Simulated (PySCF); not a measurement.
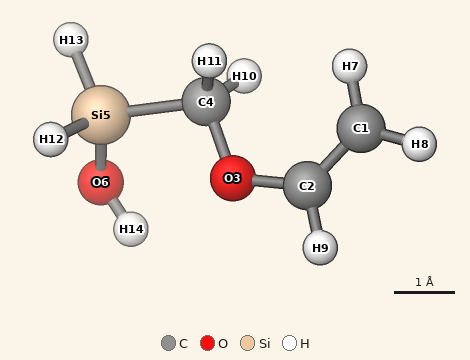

Figure 1. The structure (ball-and-stick view, seen at a tilt; atoms are numbered from 1 in the order of the input).

**What a change does: NMR shielding calculation on C₃H₈O₂Si**

System: C₃H₈O₂Si.
Method of run A: GIAO HF/pcSseg-1 NMR shielding, non-relativistic, gas phase (PySCF 2.14.0).

The geometry comes from this level: PBE0-D3(BJ)/def2-SVP. Text and figures count atoms from 1; the logs count them from 0 in places.

**Input file, run A**
```
{"job": {"kind": "nmr", "xc": "HF", "basis": "pcSseg-1", "pop": false}, "charge": 0, "multiplicity": 1}
C     -2.770783    -0.155305     0.400710
C     -1.788700     0.579391     0.931497
O     -0.462126     0.433574     0.756173
C     -0.015022    -0.615529    -0.084083
Si     1.872985    -0.494062    -0.092588
O      2.307866     1.047497    -0.544107
H     -2.591409    -0.998305    -0.267873
H     -3.804253     0.093229     0.643396
H     -1.991687     1.421264     1.600625
H     -0.425075    -0.492894    -1.105164
H     -0.366787    -1.596806     0.289597
H      2.372601    -0.844046     1.272244
H      2.441121    -1.428808    -1.101746
H      1.816069     1.740663    -0.090722
```

The first line tells a small driver script what to run in PySCF; the rest is the geometry in Å.

Command:
```bash
OMP_NUM_THREADS=1 python <driver script> task.json out
```

Hardware: 1 CPU thread, shared host.

**Output (run A)**
```
final grid: 110944 points
cycle   1  E = -556.7470329413  dE =  8.629e-01  |g| = 6.852e-01  |ddm| = 3.145e+00
cycle   2  E = -556.8390986760  dE = -9.207e-02  |g| = 3.739e-01  |ddm| = 6.725e-01
cycle   3  E = -556.8641902131  dE = -2.509e-02  |g| = 7.394e-02  |ddm| = 2.508e-01
cycle   4  E = -556.8657885046  dE = -1.598e-03  |g| = 1.419e-02  |ddm| = 8.836e-02
cycle   5  E = -556.8658618502  dE = -7.335e-05  |g| = 4.717e-03  |ddm| = 2.143e-02
cycle   6  E = -556.8658694605  dE = -7.610e-06  |g| = 1.232e-03  |ddm| = 5.581e-03
cycle   7  E = -556.8658705005  dE = -1.040e-06  |g| = 6.230e-04  |ddm| = 2.288e-03
cycle   8  E = -556.8658706638  dE = -1.634e-07  |g| = 1.919e-04  |ddm| = 9.059e-04
cycle   9  E = -556.8658706895  dE = -2.567e-08  |g| = 7.393e-05  |ddm| = 4.156e-04
cycle  10  E = -556.8658706926  dE = -3.047e-09  |g| = 2.866e-05  |ddm| = 1.457e-04
cycle  11  E = -556.8658706930  dE = -4.482e-10  |g| = 7.803e-06  |ddm| = 5.596e-05
converged SCF energy = -556.8658706930

GIAO shielding tensors (ppm)
atom      isotropic    diamagn.    paramagn.     s11        s22        s33       span
  0 C      100.786     257.794    -157.008     -3.212    126.141    179.430    182.641
  1 C       29.217     247.884    -218.667    -95.850     67.114    116.388    212.238
  2 O      264.780     402.107    -137.327    147.110    293.517    353.713    206.603
  3 C      139.679     254.139    -114.460    119.193    125.722    174.123     54.930
  4 Si     416.713     874.663    -457.950    391.595    401.539    457.005     65.411
  5 O      333.375     390.596     -57.221    316.178    333.067    350.879     34.701
  6 H       27.329      32.885      -5.556     24.655     25.032     32.298      7.643
  7 H       27.490      28.194      -0.703     25.580     25.907     30.985      5.405
  8 H       25.017      29.522      -4.504     21.373     26.102     27.577      6.204
  9 H       28.630      34.450      -5.820     24.815     27.832     33.243      8.429
 10 H       29.030      33.592      -4.562     25.720     27.823     33.547      7.826
 11 H       27.119      28.742      -1.623     23.846     25.459     32.052      8.205
 12 H       27.369      28.356      -0.987     24.208     25.379     32.520      8.312
 13 H       29.908      32.741      -2.833     20.097     26.503     43.124     23.027
```

Run B used a changed input.

**The two runs side by side**

```csv
quantity,run A,run B
outcome,converged,converged
total energy (hartree),−556.865871,−558.953230
HOMO (eV),−9.57,−5.53
LUMO (eV),3.96,−0.28
dipole moment (D),1.65,1.16
shielding of C1 (ppm),100.8,90.5
shielding of C2 (ppm),29.2,15.1
shielding of O3 (ppm),264.8,197.8
shielding of C4 (ppm),139.7,115.0
shielding of Si5 (ppm),416.7,346.2
shielding of O6 (ppm),333.4,313.2
shielding of H12 (ppm),27.1,26.1
SCF iterations,11,17
basis functions,149,149
wall time (shared host),10 s,31 s
```

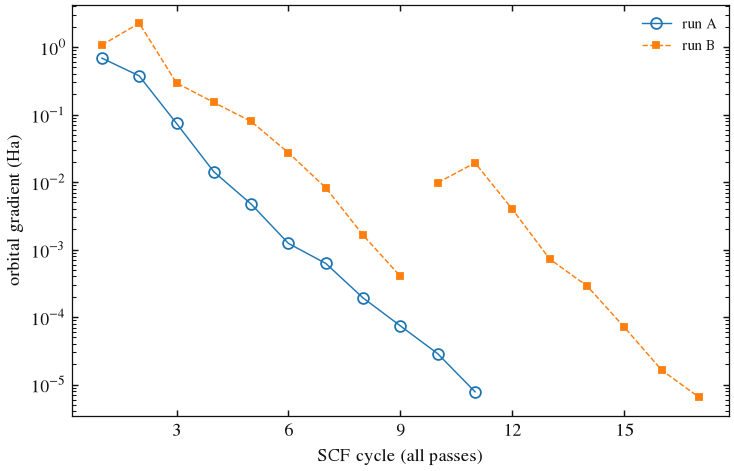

Figure 2. Convergence of the two runs: orbital gradient against the SCF cycle. A break in a curve parts two SCF passes (coarse and final grid). Run A takes 11 cycles in all, and run B takes 17.

Which change of the input explains these differences?

The change (lines with − go, lines with + come):
```diff
-"xc": "HF"
+"xc": "BLYP"
```

The total energies belong to different methods, so their difference says nothing on which is more stable or more accurate. The HOMO goes from −9.57 to −5.53 eV. The LUMO goes from 3.96 to −0.28 eV. The dipole moment goes from 1.65 to 1.16 D. Of all shieldings, the largest change is that of Si5, by −70.5 ppm. The method changes from HF to BLYP. Exact exchange removes part of the self-interaction error of semilocal functionals, which pushes filled and empty levels apart. The SCF takes 17 iterations against 11.

**Output (run B)**
```
coarse grid: 12016 points
cycle   1  E = -558.6603364453  dE =  6.052e-01  |g| = 1.071e+00  |ddm| = 3.317e+00
cycle   2  E = -557.8462952500  dE =  8.140e-01  |g| = 2.254e+00  |ddm| = 3.336e+00
cycle   3  E = -558.8523208756  dE = -1.006e+00  |g| = 2.940e-01  |ddm| = 2.877e+00
cycle   4  E = -558.8677108153  dE = -1.539e-02  |g| = 1.510e-01  |ddm| = 3.591e-01
cycle   5  E = -558.8717567215  dE = -4.046e-03  |g| = 7.905e-02  |ddm| = 1.536e-01
cycle   6  E = -558.8732155824  dE = -1.459e-03  |g| = 2.716e-02  |ddm| = 8.320e-02
cycle   7  E = -558.8733760537  dE = -1.605e-04  |g| = 8.220e-03  |ddm| = 2.672e-02
cycle   8  E = -558.8733890417  dE = -1.299e-05  |g| = 1.633e-03  |ddm| = 6.097e-03
cycle   9  E = -558.8733896093  dE = -5.676e-07  |g| = 4.013e-04  |ddm| = 1.634e-03
final grid: 110944 points
cycle  10  E = -558.9532099225  dE = -4.401e-05  |g| = 9.789e-03  |ddm| = 3.107e-02
cycle  11  E = -558.9531553634  dE =  5.456e-05  |g| = 1.925e-02  |ddm| = 1.856e-02
cycle  12  E = -558.9532264355  dE = -7.107e-05  |g| = 3.946e-03  |ddm| = 1.407e-02
cycle  13  E = -558.9532301548  dE = -3.719e-06  |g| = 7.240e-04  |ddm| = 4.078e-03
cycle  14  E = -558.9532302657  dE = -1.110e-07  |g| = 2.892e-04  |ddm| = 7.718e-04
cycle  15  E = -558.9532302854  dE = -1.962e-08  |g| = 7.077e-05  |ddm| = 2.653e-04
cycle  16  E = -558.9532302864  dE = -1.002e-09  |g| = 1.637e-05  |ddm| = 6.819e-05
cycle  17  E = -558.9532302864  dE = -4.866e-11  |g| = 6.494e-06  |ddm| = 1.588e-05
converged SCF energy = -558.9532302864

GIAO shielding tensors (ppm)
atom      isotropic    diamagn.    paramagn.     s11        s22        s33       span
  0 C       90.484     257.128    -166.643      0.472    104.874    166.107    165.635
  1 C       15.115     249.043    -233.928    -91.805     48.141     89.010    180.816
  2 O      197.802     401.041    -203.239     72.786    218.987    301.632    228.846
  3 C      115.005     254.373    -139.368     90.044    101.586    153.385     63.342
  4 Si     346.192     879.276    -533.084    311.535    319.409    407.632     96.097
  5 O      313.162     388.688     -75.527    282.441    320.446    336.598     54.158
  6 H       27.280      33.478      -6.198     24.826     25.385     31.628      6.802
  7 H       27.445      28.054      -0.609     26.172     26.373     29.791      3.619
  8 H       24.727      29.854      -5.127     21.496     25.237     27.447      5.950
  9 H       27.940      34.339      -6.398     24.617     27.072     32.133      7.517
 10 H       28.329      33.155      -4.826     25.799     27.064     32.123      6.323
 11 H       26.123      28.870      -2.747     22.855     24.595     30.919      8.064
 12 H       26.536      28.488      -1.952     23.629     24.751     31.229      7.600
 13 H       30.255      33.144      -2.889     21.249     27.997     41.519     20.269
```
